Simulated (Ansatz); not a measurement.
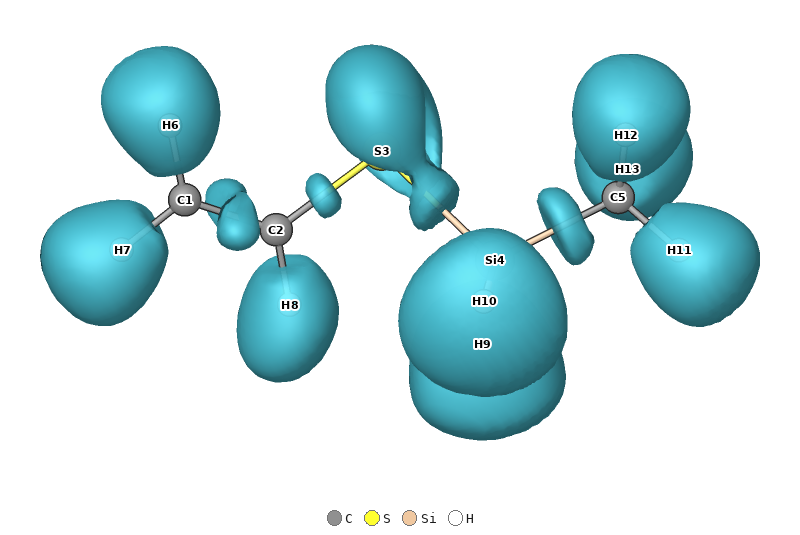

C3H8SSi. Isosurface of the ELF at 0.85 (cyan), seen across its widest extent. Core shells and regions of very low density are left out.

Geometry: PBE0-D4/def2-TZVP.

Level of theory: RKS PBE0-D4/def2-TZVPP (Ansatz 0.2.0).

The calculation's input:

```
crystal:
  periodic: [false, false, false]
  atoms:
    - {symbol: C, position_ang: [-0.845467, 2.500764, 1.690784]}
    - {symbol: C, position_ang: [-0.551259, 1.709603, 0.667598]}
    - {symbol: S, position_ang: [0.690687, 0.466153, 0.737812]}
    - {symbol: Si, position_ang: [-0.112963, -0.930223, -0.672731]}
    - {symbol: C, position_ang: [1.213164, -2.190296, -1.025141]}
    - {symbol: H, position_ang: [-0.369893, 2.389607, 2.658421]}
    - {symbol: H, position_ang: [-1.573644, 3.294791, 1.575182]}
    - {symbol: H, position_ang: [-1.039936, 1.838879, -0.294098]}
    - {symbol: H, position_ang: [-0.503887, -0.173891, -1.894701]}
    - {symbol: H, position_ang: [-1.336322, -1.580760, -0.130706]}
    - {symbol: H, position_ang: [0.845692, -2.933765, -1.736713]}
    - {symbol: H, position_ang: [1.505316, -2.711720, -0.111062]}
    - {symbol: H, position_ang: [2.099012, -1.713942, -1.449545]}
basis:
  gaussian: {orbitals: def2-TZVPP}
hamiltonian: {xc: pbe0, dispersion: d4}
output: {orbitals: {seedname: orbitals}}
```

Launched as:

```sh
ansatz run in.yaml --threads 4 --pin off --events-out ev --progress --plain --max-ram 10444MiB
```

Q: Where are the electrons localised?

A: The ELF exceeds this value in one region between bonded C–C atoms (shared pairs), one region between bonded C–S atoms (shared pairs), one region between bonded C–Si atoms (shared pairs), eight regions around hydrogen nuclei and one region on S in which the atom's valence shell and bonds are merged.

Values along the shortest contacts:
C–C (1.33 Å): the ELF peaks at about 0.95 between the atoms (a multiple bond). C–S (1.76 Å): the ELF peaks at about 0.90 between the atoms (a shared electron pair).
